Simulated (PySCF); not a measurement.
# CH5F2PSi: the cost of one run

Computed with PySCF 2.14.0, with density-fitted response routines of our own, on a single molecule in the gas phase. Atoms are numbered from 0 throughout.

## 1. The starting structure

10 atoms, charge 0, multiplicity 1; geometry from: PBE0-D3(BJ)/def2-SVP.

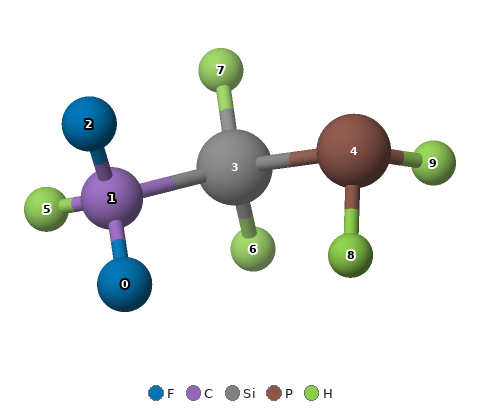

As it starts; fluorine blue, carbon purple, silicon grey, phosphorus brown, hydrogen green, atoms numbered; sticks join atoms by distance.

## 2. NMR shieldings: PBE0/6-31G*

What the job is given:

```
{"job": {"kind": "nmr", "xc": "PBE0", "basis": "6-31G*", "pop": true}, "charge": 0, "multiplicity": 1}
F     -0.822101    -1.612648    -0.981984
C     -1.330893    -0.645456    -0.169067
F     -1.579091    -1.202475     1.043599
Si    -0.036121     0.768961     0.010451
P      1.821630    -0.174070     0.882625
H     -2.298637    -0.324319    -0.598717
H      0.147194     1.387699    -1.337095
H     -0.581540     1.786995     0.955302
H      2.074544    -0.922387    -0.308349
H      2.653385     0.917453     0.479927
```

Level: GIAO PBE0/6-31G* NMR shielding, non-relativistic, gas phase.

The run is started by

```sh
$ OMP_NUM_THREADS=1 python probes_run.py task.json out
```

The driver reads the jobs from task.json and runs them one after another.

Q: Estimate the wall time and peak memory of this first job on 1 thread of Intel Xeon 6975P-C, shared host.

About 5.7 s, with a peak of 0.48 GiB.
